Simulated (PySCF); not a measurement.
# CuH3Sb, charge +1, SMILES `[Cu+].[SbH3]`: electronic structure

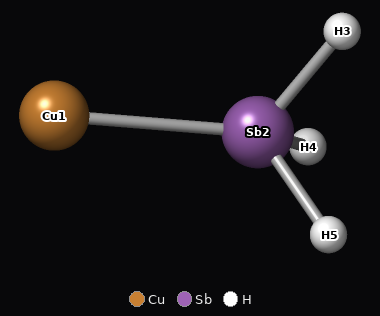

The molecule, with its atoms numbered as below.

Coordinates in Å:

```
Cu1     -1.6460    0.0000    0.0000
Sb2      0.8376   -0.0001   -0.0001
H3       1.6715    0.8554    1.1328
H4       1.6743    0.5552   -1.3029
H5       1.6715   -1.4089    0.1743
```

## 1. Bonding charge

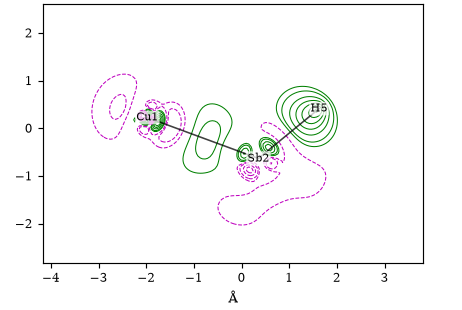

Deformation density (molecule less spherical, spin-averaged free atoms) in the plane of Cu1, Sb2 and H5; contours at ±0.05 to ±0.8 e/Å³; solid green lines: gain, dashed magenta lines: loss.

Level of theory: PBE0/def2-SVP (PySCF), at an unrelaxed start geometry of a pair search. Core potentials replace the inner electrons of Sb; spin–orbit coupling isn't included. This is a single-reference result, which may miss multireference character in this system.

**How much density has each bond in this plane gained at its critical point, relative to the free atoms?**

Sb2–H5: +0.21 e/Å³ at the bond critical point (bond length 1.65 Å, Mayer order 1.0). Cu1–Sb2: +0.09 e/Å³ at the bond critical point (bond length 2.48 Å, Mayer order 0.8). In all, 0.8 electrons gather in the regions of gain relative to the promolecule of neutral atoms (the regions of loss give up this much and the cation's charge besides). A small or negative value marks a very polar bond, one between electron-rich atoms, whose free-atom densities already overlap strongly, a long bond to a heavier atom, or a closed-shell contact such as a hydrogen bond.

**Where do the Hirshfeld charges lie?**

The highest Hirshfeld charge is on Cu1 (+0.56 e), the lowest on H3, H4 and H5 (+0.01 e).

| atom | charge (e) |
| --- | --- |
| Cu1 | +0.56 |
| Sb2 | +0.40 |
| H3 | +0.01 |
| H4 | +0.01 |
| H5 | +0.01 |

## 2. Bond critical points

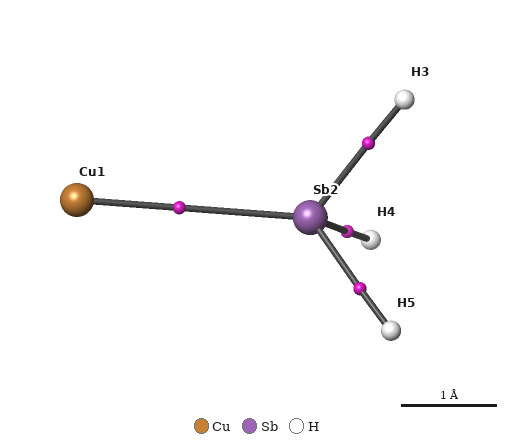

Molecular graph of the electron density (QTAIM): bond paths, bond critical points (magenta), ring points (cyan, if any); weak paths are dashed.

**How many critical points of each kind are there, and does the count close?**

5 nuclei, 4 bond, 0 ring and 0 cage critical points: 5 − 4 + 0 − 0 = 1, as the Poincaré–Hopf relation requires.

**Give the properties at the bond critical points.**

```
            bond  length (Å)  ρ (a.u.)  ∇²ρ (a.u.)     ε  H (a.u.)
Sb2–H4 (3 alike)       1.645     0.131       +0.09  0.01    −0.069
         Cu1–Sb2       2.484     0.064       +0.10  0.00    −0.018
```

**What kind of interaction is Cu1–Sb2?**

Polar or intermediate (positive Laplacian, negative energy density H): ρ = 0.064, ∇²ρ = +0.10, H = −0.018 a.u.

## 3. Local ionisation energy

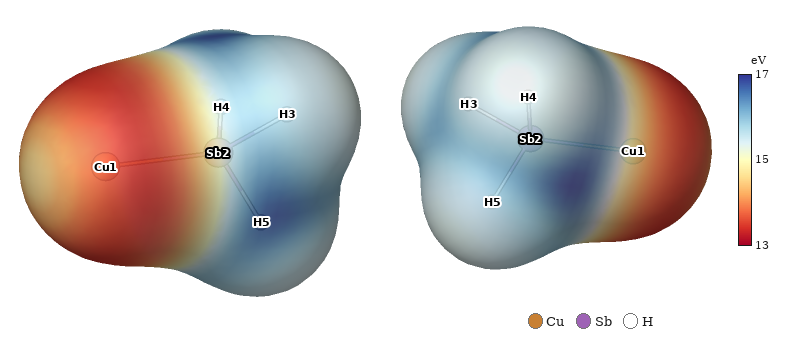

Average local ionisation energy on the surface of electron density 0.001 a.u. (back view left, front view right).

**Locate the minima of the map.**

The lowest value is 13.4 eV, 1.8 Å from Cu1, and at like points elsewhere. Further minima include 15.3 eV, 1.4 Å from H3, and at like points elsewhere. For comparison, the highest occupied orbital lies at −13.0 eV.

The PySCF run shown took 17 s on 1 thread of Intel(R) Xeon(R) Processor @ 2.70GHz (shared host).
